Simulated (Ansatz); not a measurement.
**Re (P6_3/mmc, 2 atoms in the cell) under biaxial strain in the (0001) plane, that of a and b**

Wanted: the shifts of the zone-centre modes of Re (P6_3/mmc, 2 atoms in the cell) with strain.

Method: DFT LDA, scalar-relativistic, plane waves, PAW; PAW set soft_1, in Ansatz 0.2.0.

### Step 1. The starting structure

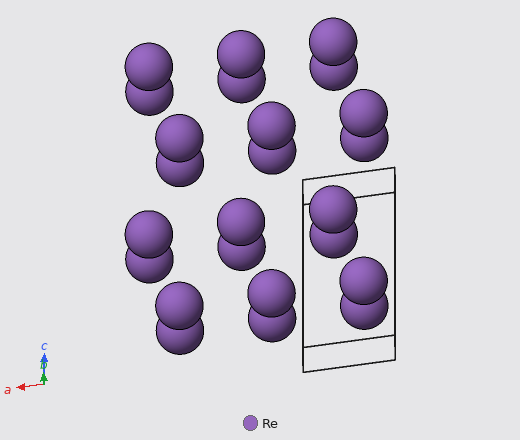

The cell as given, from a free direction (rhenium purple). 3×2×2 cells are drawn.

### Step 2. A rough relaxation first

The start is far from rest, so a relaxation with loose tolerances brings it close first.

Input file input.yaml:

```yaml
crystal:
  lattice:
    - [2.7608, 0.0, 0.0]
    - [-1.3804, 2.3909229348, 0.0]
    - [0.0, 0.0, 4.4582]
  atoms:
    - { symbol: Re, position: [0.33333333, 0.66666667, 0.25] }
    - { symbol: Re, position: [0.66666667, 0.33333333, 0.75] }
kpoints:
  mp_grid: { grid: [9, 9, 4] }
hamiltonian:
  xc: lda
  pseudopotentials: { kind: paw, azcp: { folder: soft_1 }, xc_functional: pbe }
scf:
  occupations: { method: gaussian, width: 0.1 }
output:
  forces: true
  stress: true
  eigenvalues: true
relax:
  adjacent_minimum: "off"
  f_tol: 0.05
  max_steps: 80
  cell: { stress_tol: 0.5 }
```

Started as:

```sh
ansatz run input.yaml --threads 4 --pin off --max-ram 10240MiB --backend cpu --events-out ev --progress --plain --runs-dir out
```

Numbers of over 12 decimals in the logs are rounded to 6 here.

Log:

```text
The last accepted step is kept in <dir> (removed where the run ends without a failure and the disk answers)
Engine: ansatz 0.2.0, x86_64-unknown-linux-gnu
Pseudopotentials: kind: paw
Pseudopotential: Re, paw, valence charge 15, recommended cutoff 420 eV (normal), soft_1/Re.paw.azcp
Functional definition: SPW92
  exchange = slater_x
  correlation = pw_c
Crystal: 2 atoms, lattice volume = 29.428 Å³
[...]
--- Relaxed structure (4 steps of the walk, 3 accepted, 1 SCFs on fresh bases) ---
  F+E_penalty+E_count = -21217.16261550 eV   max|allowed force component| = 1.342e-16 eV/Å   (the final SCF, on the basis selected at the relaxed cell)
  cell:  # Å, volume = 28.6569 Å³
    - [2.737684, 0.0, 0]
    - [-1.368842, 2.370904, 0]
    - [0, 0.0, 4.415014]
  atoms:
    - { symbol: Re, position: [0.333333, 0.666667, 0.25] }
    - { symbol: Re, position: [0.666667, 0.333333, 0.750000] }
[key lines of the parts left out:]
SCF converged after 7 iterations
Free energy (F): -21217.162615 eV
Fermi energy:    24.437886 eV
P = ⅓ Tr σ = 0.0563 GPa (0.563 kbar)
```

The job ended after 11 s (4 threads of AMD EPYC (Zen 3), shared host; peak memory 0.32 GiB).

The steps of the relaxation:

```csv
step,energy less that of the first step (eV),largest force component (eV/Å),pressure (GPa),volume (Å³)
1,0.0000,0.0000,-10.13,29.43
2,0.1514,0.0000,32.11,26.78
3,-0.0249,0.0000,-1.20,28.75
4,-0.0252,0.0000,0.06,28.66
5*,-0.0249,0.0000,0.06,28.66
```

Relaxation steps marked * repeat the geometry before them on a plane-wave basis chosen anew for their cell, so energy and pressure can jump there. Relaxation step 2 was tried and not accepted.

The run keeps the 24 symmetry operations that it works with, so distortions that break them were not tested.

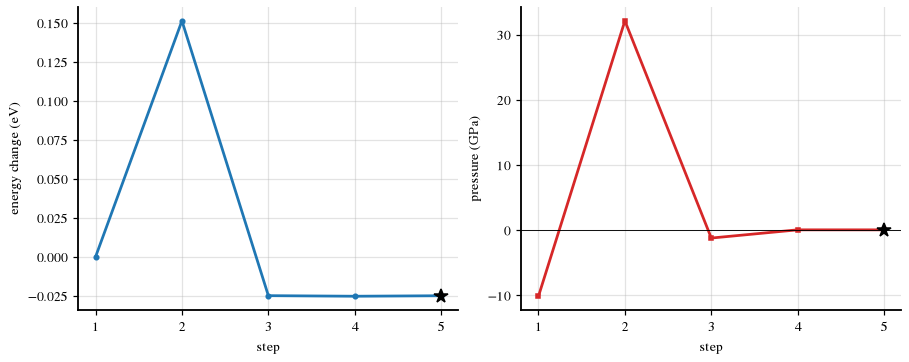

Energy and pressure along the relaxation. Stars mark steps on a basis chosen anew.

```csv
"conventional cell, symmetrised",before,after,change
a (Å),2.761,2.738,-0.8 %
b (Å),2.761,2.738,-0.8 %
c (Å),4.458,4.415,-1.0 %
volume (Å³/atom),14.71,14.33,-2.6 %
```

The relaxed structure:

```xyz
2
Lattice="2.7377 0.0000 0.0000 -1.3688 2.3709 0.0000 0.0000 0.0000 4.4150" Properties=species:S:1:pos:R:3 pbc="T T T"
Re    0.0000    1.5806    1.1038
Re    1.3688    0.7903    3.3113
```

This step gave:

| Property | Result |
| --- | --- |
| pressure | 0.05627 GPa |
| volume per atom | 14.33 Å³ |
| gap on the k-mesh | 0 eV |

In this step the volume went from 14.71 to 14.33 Å³/atom.

### Step 3. Relaxation

Harmonic phonons are second derivatives at a point where the forces vanish, and they are wanted at zero stress, so atoms and cell are relaxed first.

input.yaml, the sections that differ from step 2:

```yaml
crystal:
  lattice:
    - [2.7376836941, 0.0, 0.0]
    - [-1.3688418471, 2.3709036266, 0.0]
    - [0.0, 0.0, 4.4150141886]
  atoms:
    - { symbol: Re, position: [0.3333333333, 0.6666666667, 0.25] }
    - { symbol: Re, position: [0.6666666667, 0.3333333333, 0.75] }
kpoints:
  mp_grid: { grid: [18, 18, 10] }
output:
  forces: true
  stress: true
  eigenvalues: true
  write_density: true
  write_potential: true
  elf: true
  volumetric_format: npy
relax:
  adjacent_minimum: "off"
  f_tol: 0.005
  max_steps: 80
  cell: { stress_tol: 0.05 }
# hamiltonian, scf: as in step 2
```

Log:

```text
[...]
Crystal: 2 atoms, lattice volume = 28.657 Å³
Basis set: ecut = 420 eV, 573 PW (Γ)
Bands: 19, of which v1, the nominal top of the filled ones, is band 15 counted from 1 (14 counted from 0)
Symmetry: 24 space group operations
[...]
k-points: 222 of 3240
[...]
SCF iter   1: F=—  HF=-21217.541743 eV  |F-HF|=—  |Δ(HF+E_count)|=         —  Δρ=5.91e-2  dr2=9.00e-1  ethr=3.10e-3  ⟨swp⟩=4.6  Hψ=16954  notcnv=0
[...]
SCF iter   6: F=-21217.163759 eV  HF=-21217.163759 eV  |F-HF|=3.23e-9  |Δ(HF+E_count)|=   1.14e-8  Δρ=6.97e-6  dr2=9.09e-9  ethr=3.33e-10  ⟨swp⟩=8.1  Hψ=25161  notcnv=0
SCF 1 converged in 6 iterations: F = -21217.163759 eV  dr2 = 9.09e-9
[...]
relax step   1: F+E_penalty+E_count = -21217.16375916 eV  Δ(F+E_penalty+E_count) = +0.000e0 eV  max|allowed force component| = 5.089e-17 eV/Å  Δτ_max = 0.0000 Å  P = +0.132 GPa  Ω = 28.657 Å³  (6 SCF iters, dr2 threshold 1.00e-7 eV, accepted)
Crystal: 2 atoms, lattice volume = 28.687 Å³
[...]
SCF iter   6: F=-21217.163731 eV  HF=-21217.163731 eV  |F-HF|=0.00e0  |Δ(HF+E_count)|=  1.46e-11  Δρ=2.35e-8  dr2=3.36e-14  ethr=1.00e-12  ⟨swp⟩=3.7  Hψ=16302  notcnv=0
SCF 2 converged in 6 iterations: F = -21217.163731 eV  dr2 = 3.36e-14
relax step   2: F+E_penalty+E_count = -21217.16373125 eV  Δ(F+E_penalty+E_count) = +2.791e-5 eV  max|allowed force component| = 7.633e-17 eV/Å  Δτ_max = 0.0000 Å  P = -0.289 GPa  Ω = 28.687 Å³  energy of the carried Pulay correction = -1.320e-5 eV  (6 SCF iters, dr2 threshold 1.83e-7 eV, rejected (line search))
Crystal: 2 atoms, lattice volume = 28.666 Å³
[...]
SCF iter   8: F=-21217.163764 eV  HF=-21217.163764 eV  |F-HF|=7.28e-12  |Δ(HF+E_count)|=  3.64e-12  Δρ=3.12e-10  dr2=9.36e-18  ethr=1.00e-12  ⟨swp⟩=2.3  Hψ=11699  notcnv=0
SCF 3 converged in 8 iterations: F = -21217.163764 eV  dr2 = 9.36e-18
relax step   3: F+E_penalty+E_count = -21217.16376442 eV  Δ(F+E_penalty+E_count) = -5.256e-6 eV  max|allowed force component| = 5.782e-17 eV/Å  Δτ_max = 0.0000 Å  P = -0.001 GPa  Ω = 28.666 Å³  energy of the carried Pulay correction = -4.127e-6 eV  (8 SCF iters, accepted)
[...]
SCF iter   1: F=—  HF=-21217.163767 eV  |F-HF|=—  |Δ(HF+E_count)|=         —  Δρ=6.65e-7  dr2=3.13e-11  ethr=1.44e-8  ⟨swp⟩=3.5  Hψ=30161  notcnv=0
eigensolver tolerance schedule: the retry pair's looser diagonalisation over-reported the residual by 137864.64 of it (diagonalisation noise at 1.77 of the residual, at the tolerance the schedule requests for it); recorded, not acted on — ethr = c·dr2/N_el stays at c = 1.0e-1
[...]
SCF iter   2: F=—  HF=-21217.163768 eV  |F-HF|=—  |Δ(HF+E_count)|=   1.00e-6  Δρ=3.69e-7  dr2=1.25e-11  ethr=1.00e-12  ⟨swp⟩=2.9  Hψ=8989  notcnv=0
[...]
SCF iter   7: F=-21217.163768 eV  HF=-21217.163768 eV  |F-HF|=3.64e-12  |Δ(HF+E_count)|=  7.28e-12  Δρ=1.54e-9  dr2=5.52e-16  ethr=1.00e-12  ⟨swp⟩=2.0  Hψ=10785  notcnv=0
SCF 4 converged in 7 iterations: F = -21217.163768 eV  dr2 = 5.52e-16
relax step   4: F+E_penalty+E_count = -21217.16376791 eV  Δ(F+E_penalty+E_count) = -3.496e-6 eV  max|allowed force component| = 5.551e-17 eV/Å  Δτ_max = 0.0000 Å  P = -0.001 GPa  Ω = 28.666 Å³  stress off target by 1.20e-3 GPa  SCF on the basis re-selected at this cell (its energy is not comparable with the rows above)  (7 SCF iters)
basis re-selected at this cell: Δ(F+E_penalty+E_count) = -3.496e-6 eV, ΔP = +0.000 GPa vs the last step (what re-selecting the basis moved, of the pressure what is left beyond the Pulay correction that the steps carried, after the strain that the cell walked since its last selection, with what the two solves' SCF thresholds leave and, on support functions, any second-order correction that the steps lacked; it is no m [...]
SCF converged after 7 iterations
Free energy (F): -21217.163768 eV
[...]
Internal energy: -21217.155680 eV  (E = F + TS)
E sigma→0 (E₀):  -21217.159724 eV
Entropy (-TS):   -0.008088 eV (-4.044 meV/atom)
Fermi energy:    24.401482 eV
[...]
--- Stress (GPa, compression-positive) ---
       -0.001197       0.000000       0.000000
        0.000000      -0.001197       0.000000
        0.000000       0.000000      -0.000056
  P = ⅓ Tr σ = -0.0008 GPa (-0.008 kbar)
--- Band table (eV; the first three rows and the last of 222) ---
  k-point 0: bands = [... 11 lower, 22.7477, 22.7644, 23.6220, 23.6220, 24.5738, 24.5738, 25.2056, 27.8851]
  k-point 1: bands = [... 11 lower, 22.6835, 22.6900, 23.5420, 23.5420, 24.7533, 24.7533, 24.8419, 27.9030]
  k-point 2: bands = [... 11 lower, 22.5643, 22.5643, 23.3342, 23.3342, 23.9787, 25.2082, 25.2082, 27.9101]
  k-point 221: bands = [... 11 lower, 20.5913, 22.2566, 22.2566, 24.4564, 24.4564, 27.8740, 27.8740, 34.2980]
--- Relaxed structure (3 steps of the walk, 2 accepted, 1 SCFs on fresh bases) ---
[...]
cell:  # Å, volume = 28.6662 Å³
    - [2.737575, 2.8866289422376677e-11, 0.0]
    - [-1.368787, 2.370809, 0.0]
    - [0.0, 0.0, 4.416803]
  atoms:
    - { symbol: Re, position: [0.333333, 0.666667, 0.250000] }
    - { symbol: Re, position: [0.666667, 0.333333, 0.75] }
```

Elapsed: 33 s, on 4 threads; peak memory 0.44 GiB; 58 s of CPU time.

Little changed from the start: no atom moved by 0.005 Å and no cell edge by 0.1 %.

This step gave:

* pressure: -8.17e-4 GPa

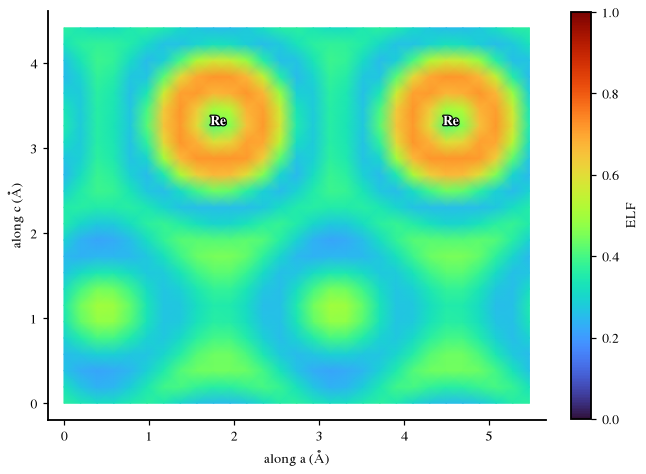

ELF in the ac plane at fractional y = 0.333, with atoms of Re within 0.2 Å of it. It is the smooth field of the valence electrons, not physical close to the nuclei.

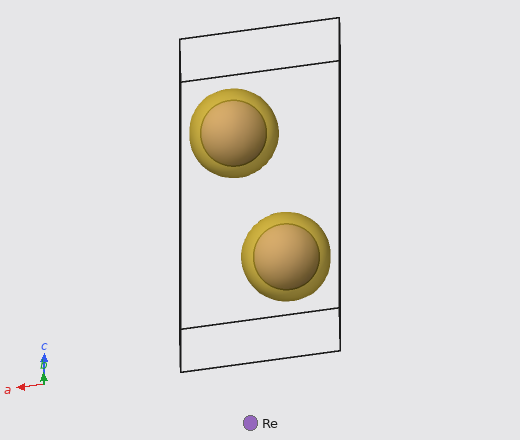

Surface of ELF = 0.64.

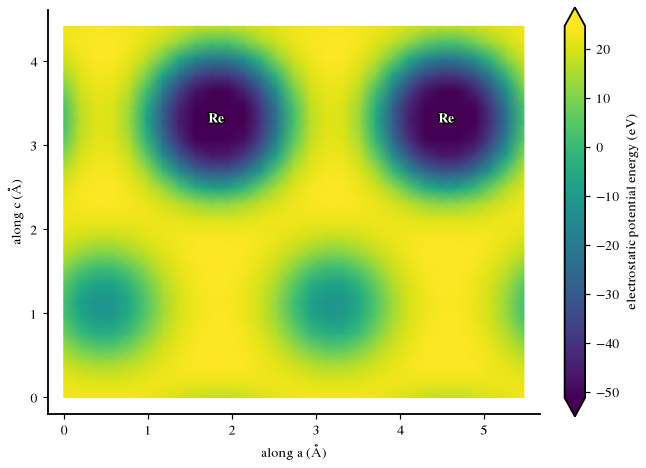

Electrostatic potential energy in the ac plane at fractional y = 0.333, with atoms of Re within 0.2 Å of it. With pseudopotentials it is smooth inside the atoms' cores, unlike the true potential.

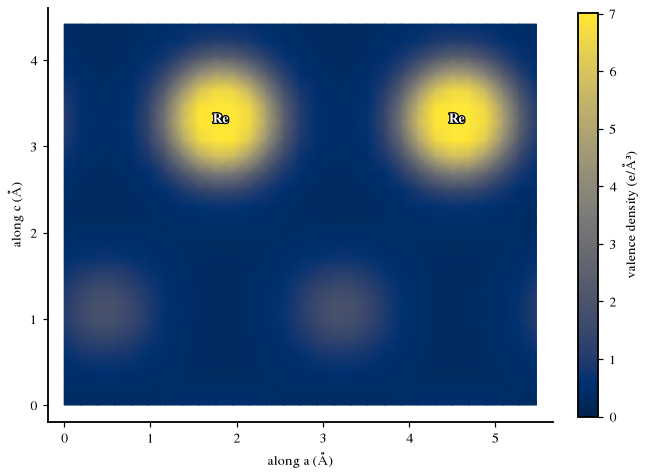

Valence density in the ac plane at fractional y = 0.333, with atoms of Re within 0.2 Å of it. It is the smooth field of the valence electrons, not physical close to the nuclei.

In this step the volume went from 14.33 to 14.33 Å³/atom.

### Step 4. Tight relaxation

Phonons need small forces and stress, so the relaxation is finished with tight tolerances on 18×18×12 k points.

Input file input.yaml:

```yaml
crystal:
  lattice:
    - [2.7375745531, 0.0, 0.0]
    - [-1.3687872766, 2.3708091077, 0.0]
    - [0.0, 0.0, 4.4168033071]
  atoms:
    - { symbol: Re, position: [0.3333333333, 0.6666666667, 0.25] }
    - { symbol: Re, position: [0.6666666667, 0.3333333333, 0.75] }
kpoints:
  mp_grid: { grid: [18, 18, 12] }
hamiltonian:
  xc: lda
  pseudopotentials: { kind: paw, azcp: { folder: soft_1 }, xc_functional: pbe }
scf:
  occupations: { method: methfessel_paxton, width: 0.2 }
output:
  forces: true
  stress: true
  eigenvalues: true
relax:
  adjacent_minimum: "off"
  f_tol: 0.001
  max_steps: 60
  cell: { stress_tol: 0.01 }
```

Log:

```text
[...]
Crystal: 2 atoms, lattice volume = 28.666 Å³
Basis set: ecut = 420 eV, 573 PW (Γ)
Bands: 19, of which v1, the nominal top of the filled ones, is band 15 counted from 1 (14 counted from 0)
Symmetry: 24 space group operations
[...]
k-points: 259 of 3888
[...]
k-point 258: bands = [... 11 lower, 20.5957, 22.2615, 22.2615, 24.4623, 24.4623, 27.8802, 27.8802, 34.3050]
--- Relaxed structure (3 steps of the walk, 2 accepted, 1 SCFs on fresh bases) ---
[...]
cell:  # Å, volume = 28.6613 Å³
    - [2.737546, 2.886716744086336e-11, 0.0]
    - [-1.368773, 2.370784, 0.0]
    - [0.0, 0.0, 4.416138]
  atoms:
    - { symbol: Re, position: [0.333333, 0.666667, 0.250000] }
    - { symbol: Re, position: [0.666667, 0.333333, 0.750000] }
[key lines of the parts left out:]
SCF converged after 4 iterations
Free energy (F): -21217.160351 eV
Fermi energy:    24.405842 eV
P = ⅓ Tr σ = 0.0008 GPa (0.008 kbar)
```

The job ended after 34 s (4 threads; peak memory 0.44 GiB).

Little changed from the start: no atom moved by 0.005 Å and no cell edge by 0.1 %.

Numbers from this step:

```yaml
pressure: 8.29e-4 GPa
```

The forces vanish by symmetry and the pressure is 0.001 GPa, within the tolerances set. The cell now holds 14.33 Å³/atom.

### Step 5. Zone-centre response at rest

The force constants come from the linear response of the density to a displacement.

The modes at rest are the reference of the series.

input.yaml, the sections that differ from step 4:

```yaml
crystal:
  lattice:
    - [2.7375461216, 0.0, 0.0]
    - [-1.3687730608, 2.3707844853, 0.0]
    - [0.0, 0.0, 4.4161379155]
  atoms:
    - { symbol: Re, position: [0.3333333333, 0.6666666667, 0.25] }
    - { symbol: Re, position: [0.6666666667, 0.3333333333, 0.75] }
output:
  eigenvalues: true
phonons:
  method: dfpt
# kpoints, hamiltonian, scf: as in step 4
# relax: removed
```

Log:

```text
zone centre: on kpoints.mp_grid the ground state, and the responses unless they are solved on pairs of k-points, stand on 637 of the mesh's 3888 k-points, reduced under 4 symmetry operations, with k and −k counted as one. Each operation leaves every solved displacement unchanged or reverses it
[...]
Crystal: 2 atoms, lattice volume = 28.661 Å³
Basis set: ecut = 420 eV, 573 PW (Γ), exchange–correlation on 40×40×60 points (8 copies of the dense FFT grid, shifted against one another)
Bands: 19, of which v1, the nominal top of the filled ones, is band 15 counted from 1 (14 counted from 0)
Symmetry: 24 space group operations
k-points: 637 of 3888 (irreducible under 4 space group operations, time reversal used)
[...]
SCF iter   1: F=—  HF=-21217.536607 eV  |F-HF|=—  |Δ(HF+E_count)|=         —  Δρ=5.90e-2  dr2=8.98e-1  ethr=3.10e-3  ⟨swp⟩=4.6  Hψ=47942  notcnv=0
[...]
SCF iter   8: F=-21217.160351 eV  HF=-21217.160351 eV  |F-HF|=7.28e-12  |Δ(HF+E_count)|=  1.35e-10  S|Δr|=    0.00e0  Δρ=8.81e-8  dr2=8.02e-13  ethr=1.00e-12  ⟨swp⟩=4.0  Hψ=58054  notcnv=0
SCF 1 converged in 8 iterations: F = -21217.160351 eV  dr2 = 8.02e-13
[...]
DFPT response loops at Γ: preconditioner auto → Kerker (q_TF=auto, 2.749 Å⁻¹) (partly filled bands, converged f_vac=0.000); β = 1.00, the filter's whole step (`scf.mixing.beta` (0.50) is not read by the response loops under this deck's `scf.mixing.preconditioner`; to damp them name `kerker` or `kerker_dos`, under which they read `scf.mixing.beta`, and type it under 1.00, their step now; both keys bind the ground state too); Broyden in place of MSR1
SCF converged after 8 iterations
[...]
Free energy (F): -21217.160351 eV
[...]
Internal energy: -21217.161234 eV  (E = F + TS)
E sigma→0 (E₀):  -21217.160572 eV
Entropy (-TS):   0.000884 eV (0.442 meV/atom)
Fermi energy:    24.405842 eV
[...]
--- Band table (eV; the first three rows and the last of 637) ---
  k-point 0: bands = [... 11 lower, 22.7524, 22.7715, 23.6274, 23.6274, 24.5783, 24.5783, 25.2127, 27.8917]
  k-point 1: bands = [... 11 lower, 22.7059, 22.7194, 23.5712, 23.5712, 24.7050, 24.7050, 24.9550, 27.9051]
  k-point 2: bands = [... 11 lower, 22.6074, 22.6074, 23.4188, 23.4188, 24.3029, 25.0396, 25.0396, 27.9216]
  k-point 636: bands = [... 11 lower, 21.0508, 22.2413, 22.2413, 24.2093, 24.2093, 28.5426, 28.5426, 30.9977]
--- Phonons (Γ-DFPT): 2 representative perturbations + reference, on 637 of 3888 k-points (Σ response iterations 5) ---
  k mesh reduced under 4 symmetry operations, with k and −k counted as one. Each operation leaves every solved displacement unchanged or reverses it
  ASR residual: 1.065e-4 → 0.000e0 eV/Å²; symmetrization residual: 9.326e-14 eV/Å²
  ASR residual per site (eV/Å²): 1.07e-4 1.07e-4
  Γ frequencies (cm⁻¹): 0.00 0.00 0.00 97.83 121.05 121.05
  non-analytic LO–TO correction: not included (Born effective charges unavailable; polar crystals: no LO–TO splitting at Γ)
```

Elapsed: 1.8 min, on 4 threads; peak memory 1.2 GiB; 3.2 min of CPU time.

In the SCF lines HF is the Harris–Foulkes energy and dr2 the Hartree energy of the density residual, in eV; the loop may stop once dr2 is under the threshold and the program's other checks hold. Hψ counts applications of the Hamiltonian.

This step gave:

- sum-rule residual before enforcement: 1.07e-4 eV/Å²
- point group: 6/mmm
- highest optical mode at the zone centre (no LO-TO term): 121.0 cm⁻¹
- lowest optical zone-centre mode: 97.83 cm⁻¹

Patterns of degenerate modes are one choice out of their space. Modes at Γ:

```csv
mode,frequency (cm⁻¹),symmetry
1,0.0,acoustic
2,0.0,acoustic
3,0.0,acoustic
4,97.8,B1g
5,121.0,E2g
6,121.0,E2g
```

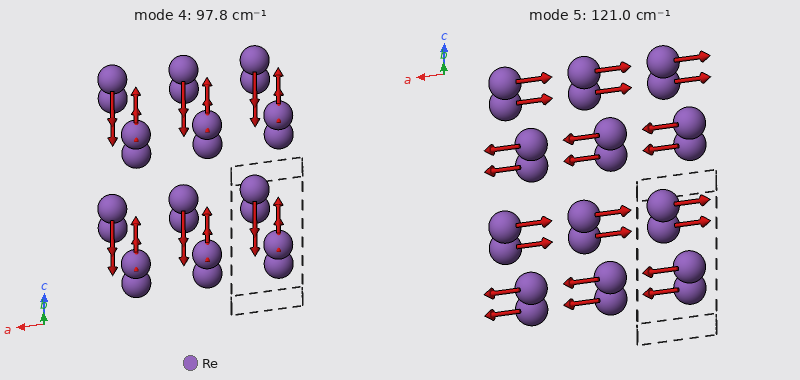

Displacement patterns of modes 4 and 5 at Γ; arrows are exaggerated. 3×2×2 cells are drawn.

Before it was imposed, the acoustic sum rule was missed by 1.1e-4 eV/Å². Small misses are needed for a sound result but don't prove that mesh and cutoff are converged. The lowest optical mode is real, 97.8 cm⁻¹.

(Part 1 of 2 ends here.)

[Logs are printed without paths, hosts, clocks, repeated set-up lines and the standing remarks that a program may print on its own settings, such as how far it seeks lower states.]

[Hosts, paths, dates, database ids (printed as entryN), source tags and the programs' standing remarks are cut or masked in the printed files.]
